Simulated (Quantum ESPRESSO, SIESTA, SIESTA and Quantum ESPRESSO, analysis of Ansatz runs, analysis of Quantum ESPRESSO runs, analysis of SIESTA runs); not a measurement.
# P_C in SiC (F-43m): how far do the levels depend on the basis and the program? (SIESTA and Quantum ESPRESSO)

Question: at which Fermi levels does P_C in SiC (F-43m) change its charge, and how much of the answer depends on the basis and the program? The model is a cell of 54 host atoms with 1 C taken out and 1 P put in.

Method: SIESTA numerical-orbital DFT, PBEsol, DZP basis, PseudoDojo 0.4.1 potentials converted to PSML; charged supercells in a uniform background, point-charge correction with alignment at far sites, in SIESTA and Quantum ESPRESSO.

**What experiment says.**

For SiC, cubic 3C zincblende (literature value), “Insight into the structural, elastic and electronic properties of a new orthorhombic 6O-SiC polytype” (2020, pmc:7200658) quotes earlier work: band gap (indirect gap) 2.4 eV [literature value; measurement temperature and method not stated].

This is a report of a sequence of runs, with most program output left out.

**1. The structure**

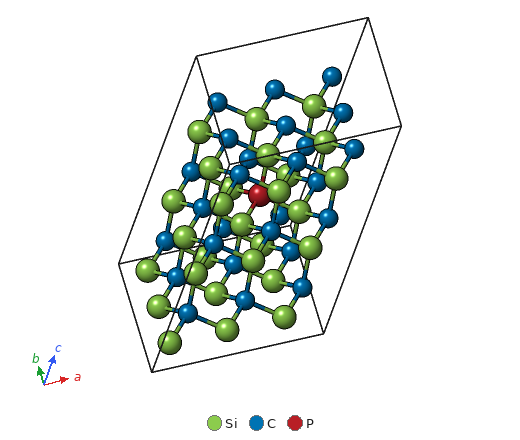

The cell as given, from a free direction (silicon green, carbon blue, phosphorus red).

The cell holds 54 atoms: 27 Si, 26 C and 1 P. Its edges and angles: a = 9.283 Å, b = 9.283 Å, c = 9.283 Å, α = 60.0°, β = 60.0°, γ = 60.0°. It derives from SiC (space group F-43m). Nearest the centre at fractional (0.417, 0.417, 0.417): P28 at 0.00 Å, Si27 at 1.89 Å, Si29 at 1.89 Å, Si33 at 1.89 Å, Si45 at 1.89 Å, C40 at 3.09 Å, C12 at 3.09 Å, C16 at 3.09 Å.

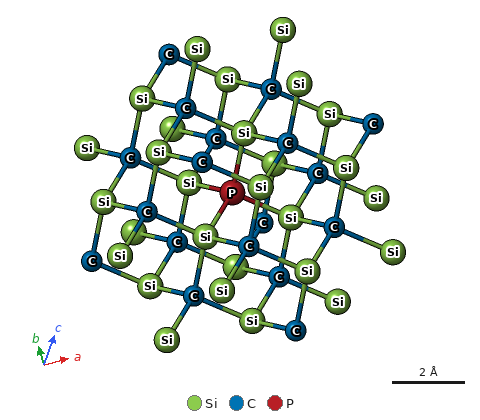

The atoms within 5 Å of the centre.

Structure file:

```
CELL_PARAMETERS angstrom
0.00000 6.56441 6.56441
6.56441 0.00000 6.56441
6.56441 6.56441 0.00000
ATOMIC_POSITIONS crystal
Si 0.00000 0.00000 0.00000
C 0.08333 0.08333 0.08333
Si 0.00000 0.00000 0.33333
C 0.08333 0.08333 0.41667
Si 0.00000 0.00000 0.66667
C 0.08333 0.08333 0.75000
Si 0.00000 0.33333 0.00000
C 0.08333 0.41667 0.08333
Si 0.00000 0.33333 0.33333
C 0.08333 0.41667 0.41667
Si 0.00000 0.33333 0.66667
C 0.08333 0.41667 0.75000
Si 0.00000 0.66667 0.00000
C 0.08333 0.75000 0.08333
Si 0.00000 0.66667 0.33333
C 0.08333 0.75000 0.41667
Si 0.00000 0.66667 0.66667
C 0.08333 0.75000 0.75000
Si 0.33333 0.00000 0.00000
C 0.41667 0.08333 0.08333
Si 0.33333 0.00000 0.33333
C 0.41667 0.08333 0.41667
Si 0.33333 0.00000 0.66667
C 0.41667 0.08333 0.75000
Si 0.33333 0.33333 0.00000
C 0.41667 0.41667 0.08333
Si 0.33333 0.33333 0.33333
P 0.41667 0.41667 0.41667
Si 0.33333 0.33333 0.66667
C 0.41667 0.41667 0.75000
Si 0.33333 0.66667 0.00000
C 0.41667 0.75000 0.08333
Si 0.33333 0.66667 0.33333
C 0.41667 0.75000 0.41667
Si 0.33333 0.66667 0.66667
C 0.41667 0.75000 0.75000
Si 0.66667 0.00000 0.00000
C 0.75000 0.08333 0.08333
Si 0.66667 0.00000 0.33333
C 0.75000 0.08333 0.41667
Si 0.66667 0.00000 0.66667
C 0.75000 0.08333 0.75000
Si 0.66667 0.33333 0.00000
C 0.75000 0.41667 0.08333
Si 0.66667 0.33333 0.33333
C 0.75000 0.41667 0.41667
Si 0.66667 0.33333 0.66667
C 0.75000 0.41667 0.75000
Si 0.66667 0.66667 0.00000
C 0.75000 0.75000 0.08333
Si 0.66667 0.66667 0.33333
C 0.75000 0.75000 0.41667
Si 0.66667 0.66667 0.66667
C 0.75000 0.75000 0.75000
```

Known beforehand: the electronic dielectric constant, 7.10, and the static one, 10.43, from a response run on this crystal (DFPT, PBEsol, Quantum ESPRESSO) at that run's own cell.

The cell's shortest repeat is 9.3 Å.

The primitive cell was relaxed at this level beforehand, to 20.95 Å³.

The defect-free supercell was relaxed beforehand, from displaced atoms: they ended at most 0.01 Å from the sites they started about, so the symmetric structure holds.

**2. Band edges**

Levels are counted from the valence top, which comes from the unit cell, dense mesh; the energy of the host comes from the defect-free supercell at the defects' own k-points, so that the host's part of the sampling error cancels.

The input, host.fdf:

```
SystemName                      SiC
SystemLabel                     host
NumberOfSpecies                 2
NumberOfAtoms                   2
%block ChemicalSpeciesLabel
  1   14 Si
  2    6 C
%endblock ChemicalSpeciesLabel
LatticeConstant                 1.0 Ang
%block LatticeVectors
     0.000001000     2.188136000     2.188136000
     2.188136000     0.000001000     2.188136000
     2.188136000     2.188136000     0.000001000
%endblock LatticeVectors
AtomicCoordinatesFormat         Fractional
%block AtomicCoordinatesAndAtomicSpecies
     0.000003199     0.000003199     0.000003199  1
     0.249996972     0.249996972     0.249996972  2
%endblock AtomicCoordinatesAndAtomicSpecies
%block kgrid.MonkhorstPack
   12   0   0  0.00
    0  12   0  0.00
    0   0  12  0.00
%endblock kgrid.MonkhorstPack
XC.Functional                   GGA
XC.Authors                      PBEsol
PAO.BasisSize                   DZP
PAO.EnergyShift                 0.005 Ry
Mesh.Cutoff                     300 Ry
OccupationFunction              FD
ElectronicTemperature           0.01 eV
MaxSCFIterations                150
SCF.MustConverge                true
SCF.Mixer.Method                Pulay
SCF.Mixer.Weight                0.2
SCF.Mixer.History               10
SCF.DM.Tolerance                1.0e-4
SCF.H.Tolerance                 1.0e-3 eV
WriteForces                     true
Charge.Mulliken                 end
```

On the command line:

```
> OMP_NUM_THREADS=1 siesta host.fdf > host.out
```

It took 26 s on 1 MPI rank of Arm Neoverse V1, shared host; peak memory 0.2 GiB.

The gap at this level is 1.23 eV.

Test of the sampling: at one point at (¼, ¼, ¼) the host's energy lies 128 meV an atom above its value on the primitive cell's dense mesh, too far, so all defect runs take a 2×2×2 mesh.

**3. Relaxing each charge state**

Each state starts from the atoms near the defect displaced at random, so that no symmetry of the ideal site is imposed. An odd electron count needs spin polarisation, and the total moment is held fixed to keep the state apart from its neighbours in spin. Charge 0 is shown in full.

The input, defect.fdf:

```
SystemName                      Si27PC26
SystemLabel                     defect
NumberOfSpecies                 3
NumberOfAtoms                   54
%block ChemicalSpeciesLabel
  1   14 Si
  2    6 C
  3   15 P
%endblock ChemicalSpeciesLabel
LatticeConstant                 1.0 Ang
%block LatticeVectors
     0.000003000     6.564408000     6.564408000
     6.564408000     0.000003000     6.564408000
     6.564408000     6.564408000     0.000003000
%endblock LatticeVectors
AtomicCoordinatesFormat         Fractional
%block AtomicCoordinatesAndAtomicSpecies
     0.000001066     0.000001066     0.000001066  1
     0.083332324     0.083332324     0.083332324  2
     0.000001066     0.000001066     0.333334400  1
     0.083332324     0.083332324     0.416665657  2
     0.000001066     0.000001066     0.666667733  1
     0.078239823     0.083903481     0.748978271  2
     0.000001066     0.333334400     0.000001066  1
     0.083332324     0.416665657     0.083332324  2
     0.000001066     0.333334400     0.333334400  1
     0.081435007     0.420476516     0.411346382  2
     0.004478825     0.331025897     0.669474366  1
     0.085474466     0.410125407     0.751497742  2
     0.000001066     0.666667733     0.000001066  1
     0.081558318     0.753309216     0.077941904  2
     0.001031241     0.664605850     0.328742842  1
     0.080296039     0.755189793     0.412463358  2
    -0.001796151     0.673239037     0.664603344  1
     0.081498162     0.754221777     0.744683554  2
     0.333334400     0.000001066     0.000001066  1
     0.416665657     0.083332324     0.083332324  2
     0.333334400     0.000001066     0.333334400  1
     0.414518219     0.083954345     0.412336496  2
     0.327619170     0.000600863     0.666785295  1
     0.417929624     0.079955470     0.755680544  2
     0.333334400     0.333334400     0.000001066  1
     0.423100673     0.413547810     0.082505602  2
     0.331617448     0.335336059     0.338242841  1
     0.411394526     0.414684003     0.420253691  3
     0.327225437     0.335784814     0.666497041  1
     0.412652704     0.413453257     0.751954868  2
     0.338772953     0.668373865    -0.003616902  1
     0.413413323     0.750518147     0.089359055  2
     0.339073664     0.662497919     0.330752718  1
     0.420396029     0.744461244     0.419998397  2
     0.333918512     0.671903809     0.661176823  1
     0.416665657     0.749998991     0.749998991  2
     0.666667733     0.000001066     0.000001066  1
     0.750638573     0.079756088     0.080300338  2
     0.673164792    -0.003234884     0.331792226  1
     0.756450879     0.080402955     0.414008836  2
     0.668268280     0.002878716     0.668738297  1
     0.756108010     0.081345072     0.745906798  2
     0.665336747     0.327893994     0.002022806  1
     0.744981555     0.421991828     0.081690377  2
     0.667330269     0.328155134     0.338798386  1
     0.756132032     0.415923984     0.412339252  2
     0.671857417     0.327981520     0.667848588  1
     0.749998991     0.416665657     0.749998991  2
     0.671420945     0.663458163    -0.004229830  1
     0.749899739     0.755146033     0.077744591  2
     0.671886232     0.666586852     0.333730326  1
     0.749998991     0.749998991     0.416665657  2
     0.666667733     0.666667733     0.666667733  1
     0.749998991     0.749998991     0.749998991  2
%endblock AtomicCoordinatesAndAtomicSpecies
%block kgrid.MonkhorstPack
    2   0   0  0.50
    0   2   0  0.50
    0   0   2  0.50
%endblock kgrid.MonkhorstPack
XC.Functional                   GGA
XC.Authors                      PBEsol
PAO.BasisSize                   DZP
PAO.EnergyShift                 0.005 Ry
Mesh.Cutoff                     300 Ry
Spin                            polarized
%block DM.InitSpin
    27   0.200
    28   0.200
    29   0.200
    33   0.200
    45   0.200
%endblock DM.InitSpin
Spin.Fix                        true
Spin.Total                      1.0
OccupationFunction              FD
ElectronicTemperature           0.01 eV
MaxSCFIterations                150
SCF.MustConverge                true
SCF.Mixer.Method                Pulay
SCF.Mixer.Weight                0.1
SCF.Mixer.History               10
SCF.DM.Tolerance                3.0e-4
SCF.H.Tolerance                 3.0e-3 eV
WriteForces                     true
Charge.Mulliken                 end
SaveRho                         true
SaveElectrostaticPotential      true
Charge.Hirshfeld                end
Charge.Voronoi                  end
MD.TypeOfRun                    Broyden
MD.Steps                        90
MD.MaxForceTol                  0.04 eV/Ang
MD.MaxDispl                     0.15 Ang
WriteCoorStep                   true
AtomCoorFormatOut               Fractional
```

On the command line:

```
> OMP_NUM_THREADS=1 siesta defect.fdf > defect.out
```

Elapsed: 52 min, on 1 MPI rank; peak memory 1.2 GiB.

The steps and moves of this run count from the displaced start.

Step by step:

```csv
step,energy less that of the first step (eV),largest force (eV/Å)
0,0.0000,13.9401
1,-5.7109,2.2918
2,-6.1179,0.5658
3,-6.1938,0.3074
4,-6.2133,0.1044
5,-6.2189,0.0888
6,-6.2224,0.0574
7,-6.2244,0.0421
```

The atoms that moved most (Å):

```csv
atom,dx,dy,dz,length
Si27,-0.195,-0.165,-0.147,0.295
Si33,0.176,-0.157,0.131,0.270
Si29,0.127,0.183,-0.122,0.254
Si45,-0.145,0.102,0.168,0.244
C32,-0.055,-0.041,0.043,0.081
C30,0.030,0.038,0.056,0.074
C12,0.056,-0.035,0.004,0.066
C44,-0.049,0.036,0.019,0.064
```

Neighbours of P28 at the end:

```csv
atom,distance (Å)
Si29,2.140
Si33,2.140
Si45,2.140
Si27,2.143
C24,3.122
C22,3.123
C10,3.124
C12,3.125
C16,3.127
C40,3.128
C30,3.128
C44,3.130
C26,3.130
C34,3.135
C46,3.135
C32,3.135
```

Energies on the run's own zero. States near gap, by row:

```csv
spin,k,band,energy (eV),filled by count
up,0,105,-7.343,1
up,0,106,-7.342,1
up,0,107,-6.863,1
up,0,108,-6.862,1
up,0,109,-4.756,1
up,0,110,-4.586,0
up,0,111,-4.583,0
up,0,112,-3.908,0
up,0,113,-3.893,0
up,1,105,-7.493,1
up,1,106,-7.451,1
up,1,107,-7.199,1
up,1,108,-6.974,1
up,1,109,-5.224,1
up,1,110,-4.043,0
up,1,111,-3.943,0
up,1,112,-3.524,0
up,1,113,-3.433,0
down,0,104,-7.467,1
down,0,105,-7.333,1
down,0,106,-7.332,1
down,0,107,-6.853,1
down,0,108,-6.852,1
down,0,109,-4.639,0
down,0,110,-4.506,0
down,0,111,-4.503,0
down,0,112,-3.823,0
down,1,104,-7.522,1
down,1,105,-7.481,1
down,1,106,-7.44,1
down,1,107,-7.187,1
down,1,108,-6.965,1
down,1,109,-5.131,0
down,1,110,-3.955,0
down,1,111,-3.873,0
down,1,112,-3.436,0
```

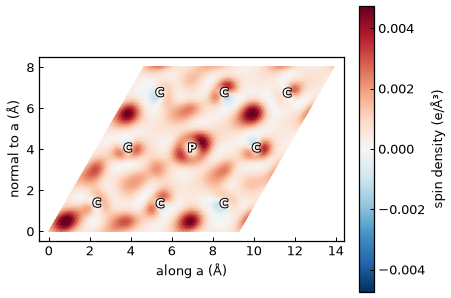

Spin density in the ac plane at fractional y = 0.417, through the centre, with atoms of C and P within 0.45 Å of it.

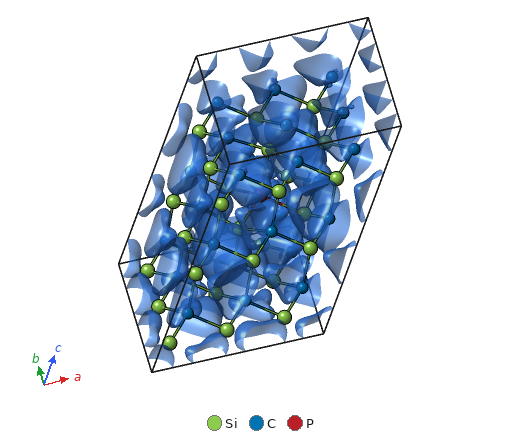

Surface of spin density = 0.003 e/Å³, which holds about 50 % of the integral of its size.

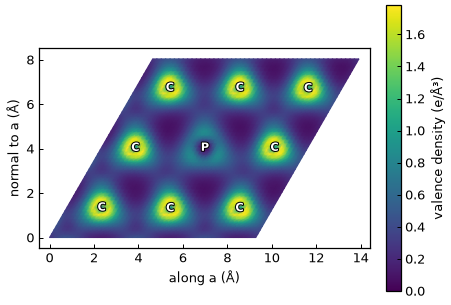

Valence density in the ac plane at fractional y = 0.417, through the centre, with atoms of C and P within 0.45 Å of it. It is the smooth field of the valence electrons, not physical close to the nuclei.

The states that were run, at 2×2×2 shifted by half a step, on 1 MPI rank of Arm Neoverse V1, shared host:

```csv
charge,moment (μB),outcome,structures computed,largest displacement of a host atom from its site (Å),lowest empty less highest filled level (eV),time
+1,0,converged,8,0.25,1.69,29 min
−1,0,converged,8,0.26,0.18,29 min
0,1,converged,8,0.25,-0.37,52 min
```

At charge 0 filled and empty levels, counted over both spins and all k-points, touch or overlap: the last carrier shares a level or a band, or the held moment keeps an electron of one spin above an empty level of the other.

Against the host's sites the lattice moves most at charge −1 (0.26 Å); the smallest move among the states is 0.25 Å.

**4. Corrections and levels**

A charged cell interacts with its images and the background. The point-charge term, screened by the static dielectric constant, takes that out, and the potential far from the defect is aligned with the host's. Chemical potentials: C (diamond), P (black phosphorus) and Si (diamond), run alike.

By state, in eV; the first energy still holds the atoms taken out or put in:

```csv
charge,moment (μB),"energy over the host, electrons at the valence top",point-charge term,potential shift at far sites,its spread,correction
−1,0,-20.976,0.241,0.026,0.073,0.214
0,1,-22.679,0.000,-,-,0.000
+1,0,-24.364,0.241,-0.118,0.068,0.122
```

Potentials at atomic sites for charge −1, some of the atoms; distances and the model charge refer to the site on which the defect was built:

```csv
atom,distance from that site (Å),potential less the host's (eV),point-charge model (eV)
Si33,2.136,-0.426,0.188
C44,3.127,-0.268,0.011
C24,3.129,-0.269,0.011
C46,3.133,-0.238,0.010
Si51,3.634,-0.012,-0.036
Si31,3.638,-0.021,-0.036
C42,4.374,-0.031,-0.081
Si9,4.766,-0.128,-0.067
C8,5.353,-0.074,-0.081
C20,5.357,-0.074,-0.081
Si5,5.680,0.015,-0.099
```

Over the charge states the far sites scatter by a standard deviation of up to 0.07 eV about the model once its mean shift is taken off, which is the uncertainty of the alignment.

Limit set by the element alone; other compounds of these elements are not counted. Chemical potentials from the elements' reference states: C 0.00 eV, Si -0.50 eV, P 0.00 eV. Formation energy by charge state (C-rich; gap 1.23 eV):

```csv
charge,at valence top (eV),at conduction bottom (eV),correction included (eV)
+1,0.69,1.93,0.12
0,2.26,2.26,0.00
−1,4.17,2.94,0.21
```

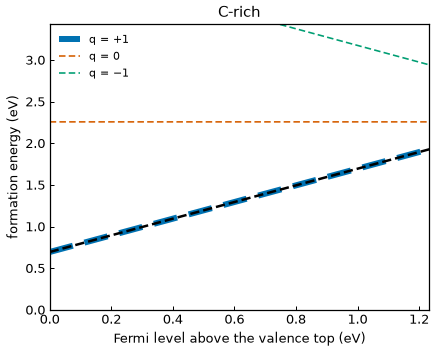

Formation energy against Fermi level; the thick line follows the lowest charge state.

Limit set by the element alone; other compounds of these elements are not counted. Chemical potentials from the elements' reference states: Si 0.00 eV, C -0.50 eV, P 0.00 eV. Formation energies (Si-rich), with the Fermi level at the valence top and at the conduction bottom (gap 1.23 eV):

```csv
charge,at valence top (eV),at conduction bottom (eV),correction included (eV)
+1,0.19,1.43,0.12
0,1.76,1.76,0.00
−1,3.67,2.44,0.21
```

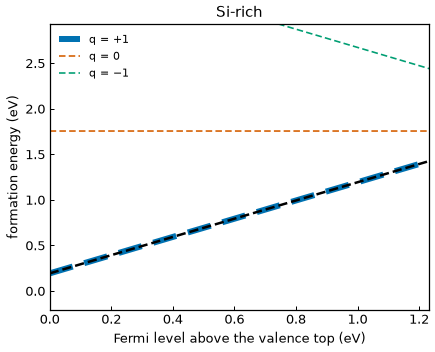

Formation energy against Fermi level; the thick line follows the lowest charge state.

So at this level: (+1/0) at 1.56 eV (1.68 without the correction) and (0/−1) at 1.92 eV (1.70 without the correction), in a gap of 1.23 eV. (+1/0) and (0/−1) lie outside the gap, so the charge beyond is not the lowest at any Fermi level in the gap, within the error of the correction. At charge 0, 59 % of the majority spin lies within 4 Å of the centre, against 59 % for an even spread, which points to a carrier spread as in a band; the levels next to it are then no levels of a bound state.

**5. Quantum ESPRESSO, plane waves, PBEsol, 2×2×2**

The same functional and the same PseudoDojo potentials in plane waves, on the same structures: what changes is the basis alone.

The input, pw.in:

```
&CONTROL
  calculation = 'scf'
  prefix = 'pwscf'
  outdir = './tmp'
  pseudo_dir = './pseudo'
  tprnfor = .true.
  disk_io = 'low'
/
&SYSTEM
  ibrav = 0
  nat = 54
  ntyp = 3
  ecutwfc = 82
  nbnd = 113
  occupations = 'smearing'
  smearing = 'fd'
  degauss = 0.00073499
  tot_charge = -1
  nosym = .true.
/
&ELECTRONS
  conv_thr = 5d-08
  electron_maxstep = 100
  mixing_beta = 0.5
/
ATOMIC_SPECIES
Si    28.0850 Si.upf
C     12.0110 C.upf
P     30.9738 P.upf
CELL_PARAMETERS angstrom
   0.0000030000    6.5644080000    6.5644080000
   6.5644080000    0.0000030000    6.5644080000
   6.5644080000    6.5644080000    0.0000030000
ATOMIC_POSITIONS crystal
Si     0.0001753399   -0.0002335319   -0.0012391067
C      0.0833953155    0.0831904226    0.0825833608
[... 13 atom lines left out ...]
C      0.0800920459    0.7527892667    0.4162751424
[... 10 atom lines left out ...]
Si     0.3222442175    0.3213957019    0.3214485627
P      0.4163768273    0.4153905993    0.4170993604
Si     0.3218987835    0.3220137977    0.7001277319
[... 3 atom lines left out ...]
Si     0.3234851421    0.6984129535    0.3220449506
[... 11 atom lines left out ...]
Si     0.6994252311    0.3219305457    0.3225499469
[... 8 atom lines left out ...]
C      0.7502079969    0.7496812165    0.7493060112
K_POINTS automatic
2 2 2 1 1 1
```

The input, pp_potential.in:

```
&INPUTPP
  prefix = 'pwscf'
  outdir = './tmp'
  filplot = 'potential.dat'
  plot_num = 11
/
&PLOT
  nfile = 1
  filepp(1) = 'potential.dat'
  iflag = 3
  output_format = 6
  fileout = 'potential.cube'
/
```

On the command line:

```
> OMP_NUM_THREADS=1 pw.x -in pw.in > pw.out
> OMP_NUM_THREADS=1 pp.x -in pp_potential.in > pp_potential.out
```

Run time: 25 min. Hardware: 1 MPI rank; peak memory 1.6 GiB.

On the kept structures the largest force at this level is 0.08 eV/Å, so they are close to rest here too.

At charge 0 filled and empty levels, counted over both spins and all k-points, touch or overlap: the last carrier shares a level or a band, or the held moment keeps an electron of one spin above an empty level of the other.

By state, in eV; the first energy still holds the atoms taken out or put in:

```csv
charge,moment (μB),"energy over the host, electrons at the valence top",point-charge term,potential shift at far sites,its spread,correction
−1,0,-20.898,0.241,0.224,0.072,0.017
0,1,-22.814,0.000,-,-,0.000
+1,0,-24.710,0.241,0.078,0.068,0.319
```

Against the first level the gap goes from 1.23 to 1.25 eV, and the level that moves most, (0/−1), from 1.92 to 1.93 eV.

**6. Side by side**

Gap and levels in eV, each above its own valence top, and the processor time of the defect runs (shared machines):

```csv
level of method,gap,(+1/0),(0/−1),runs,core time
"SIESTA, PBEsol, DZP, 2×2×2",1.23,1.56,1.92,relaxations,1.8 h
"Quantum ESPRESSO, plane waves, PBEsol, 2×2×2",1.25,1.58,1.93,single points,1.9 h
```

Values below zero or above the gap of their row lie outside the gap.

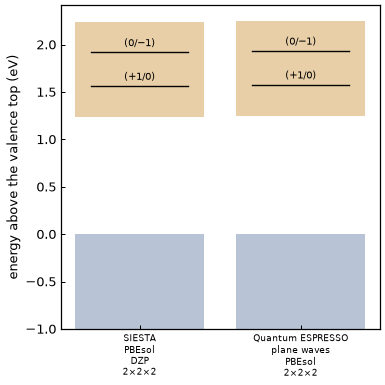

Transition levels between the valence band (below) and the conduction band (above), by level of method.

**7. Outcome**

| Item | Value |
| --- | --- |
| gap of the host (SIESTA, PBEsol) | 1.23 eV |
| largest difference in a level, orbitals against plane waves | 0.02 eV |
| difference in the gap, orbitals less plane waves | -0.02 eV |

At the level trusted most (SIESTA, PBEsol, DZP, 2×2×2) no transition falls inside the gap of 1.23 eV: charge +1 is lowest across it. Orbitals and plane waves agree on the levels within 0.02 eV ((0/−1) differs most) and on the gap within 0.02 eV, so the orbital basis serves for these levels. Of the charges placed (−1, 0 and +1), +1 is the lowest from 0.02 eV above the valence top to 0.02 eV below the conduction bottom, a gap of 1.23 eV. (+1/0) and (0/−1) reach a band edge before or after the correction; the carrier may then sit in a band, where the point-charge correction doesn't apply and the value depends on how these k-points fill the band, which is not corrected here. Only the charges −1, 0 and +1 were placed; others may be stable too. Compounds of P with the host's elements are not counted; they lower the chemical potential of the dopant and raise these formation energies. Keep in mind: PBEsol makes the gap too small and tends to spread out bound carriers.

Computed beside measured:

| quantity | measured | PBEsol PseudoDojo, SIESTA | PBEsol PseudoDojo, Quantum ESPRESSO |
| --- | --- | --- | --- |
| band gap (gap on the k-mesh) (eV) | 2.4 | 1.23 (-1.17 eV) | 1.25 (-1.15 eV) |

Measured values from pmc:7200658 (2020).

**Verdict.** For the band gap, of the levels listed nearest comes PBEsol PseudoDojo, Quantum ESPRESSO (-1.15 eV) and farthest PBEsol PseudoDojo, SIESTA (-1.17 eV). Local and semilocal functionals usually give gaps below the measured ones. The computed gap is read on a k-mesh, which can miss the band edges. Zero-point and thermal motion shift the measured gap.

[Logs are printed without paths, hosts, clocks, repeated set-up lines and the standing remarks that a program may print on its own settings, such as how far it seeks lower states.]

[Hosts, paths, dates, database ids (printed as entryN), source tags and the programs' standing remarks are cut or masked in the printed files.]

[For some hosts the program warned that the k-mesh of the response run may be too coarse for force constants and the static dielectric constant; such warnings are not shown here.]

[Charge tables in the logs are Mulliken or Hirshfeld populations, whose sizes and signs can differ; where basis functions stand at a vacancy, SIESTA counts their charge against the missing atom's valence.]

[In relaxation paths of CP2K, step 0 can be the structure after the first move, since the trajectory file begins there, and the last row can be the final structure solved once more.]
